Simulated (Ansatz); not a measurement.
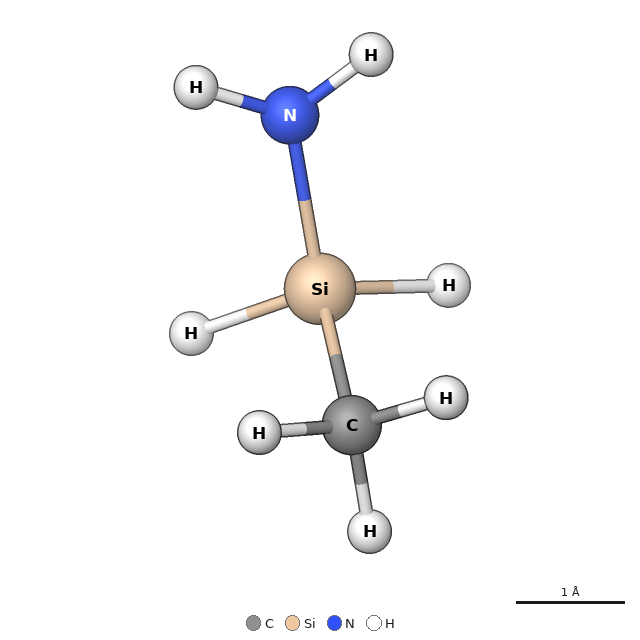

Ball-and-stick drawing of a structure. Every bond is drawn as one stick, whatever its order.

The computed structure is the end point of a PBE0-D4/def2-TZVP optimisation.

Count the atoms of each element.

CH₇NSi, 10 atoms: 1 carbon, 7 hydrogen, 1 nitrogen and 1 silicon.

How many atoms are distinct by symmetry?

7: 1 C, 1 Si, 1 N, 1 H, 2 H, 2 H, 2 H.

Count the bonded pairs by element.

3 C–H, 2 Si–H, 2 N–H, 1 C–Si, 1 N–Si.

Give a SMILES string for it.

C[SiH2]N

Name functional groups in it.

Among them: Si–H bond, Si–N bond.

The parts below concern this one geometry. Atoms keep their numbers from picture to picture.

**Geometry**

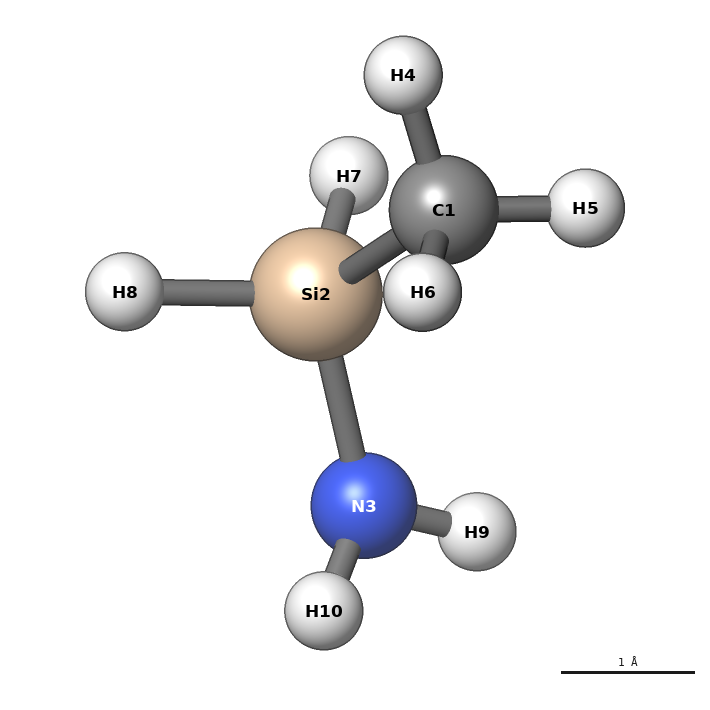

The atoms are numbered.

Describe the coordination of atom 1.

C1 has 4 neighbours (Si2 at 1.87, H4 at 1.09, H5 at 1.09, H6 at 1.09 Å); the arrangement is tetrahedral.

What is the geometry at Si2?

Si2 has 4 neighbours (C1 at 1.87, N3 at 1.72, H7 at 1.49, H8 at 1.49 Å); the arrangement is tetrahedral.

**Charges**

The questions are on Mulliken charges. Properties computed with RKS B3LYP-D4/def2-TZVPP (Ansatz 0.2.0).

Which atom carries the highest charge (most positive or least negative)?

Si2 (0.43 e).

And the lowest?

N3 (−0.41 e).

Give the Mulliken charges atom by atom.

```tsv
atom	value (e)
C1	−0.37
Si2	0.43
N3	−0.41
H4	0.09
H5	0.09
H6	0.09
H7	−0.09
H8	−0.09
H9	0.13
H10	0.13
```

**Vibrations**

Harmonic vibrations computed with RKS PBE0-D4/def2-TZVP (Ansatz 0.2.0) at a stationary point of the same level.

List the wavenumbers.

24 modes: 145, 174, 235, 330, 471, 660, 669, 749, 852, 894, 909, 934, 942, 1272, 1447, 1449, 1583, 2210, 2210, 3042, 3125, 3131, 3610, 3704 cm⁻¹.

**Dipole moment**

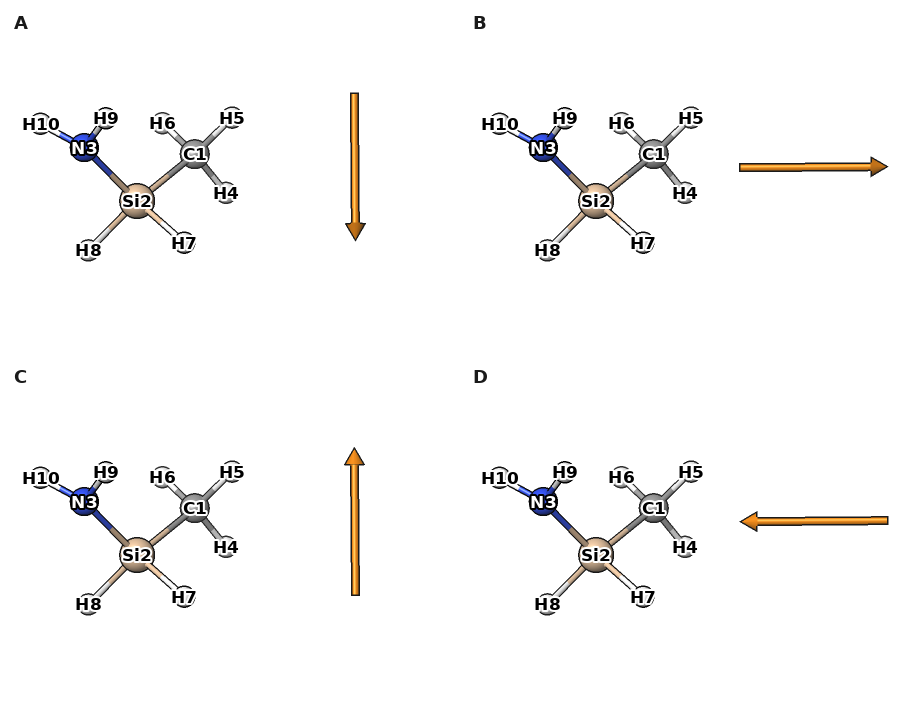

The same molecule four times, each with an arrow. Method: RKS PBE0-D4/def2-TZVP (Ansatz 0.2.0).

Which arrow points along the dipole moment, from the negative to the positive end?

C. The dipole moment is 1.54 D; it points from the side of H7, H8 to the side of H5, H6 (the outermost atoms at the two ends).

Mulliken values depend strongly on the basis set and can even reverse the polarity of a bond.
